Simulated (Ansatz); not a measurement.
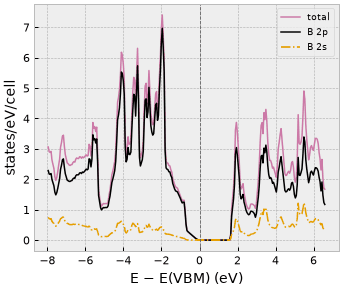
Figure. Total and projected density of states of B (α-B12, space group No. 166), plane-wave PAW r²SCAN (Ansatz code)

Q: Which orbitals carry the states next to the gap?

A: Top 1 eV of the valence band: B 2p 96 %. Bottom 1 eV of the conduction band: B 2p 80 %, B 2s 17 %. Projections are on Löwdin-orthogonalised atomic valence shells; empty p or d shells of many metals are not among them.

Q: Where is the tallest occupied peak in this window, and what makes it?

A: Near -2.0 eV, about 7.4 states/eV per cell; the largest projected share is B 2p.

Space group R-3m (α-B12). The r²SCAN relaxation kept the symmetry of its start.

Potentials: the later of the program's two PAW sets.
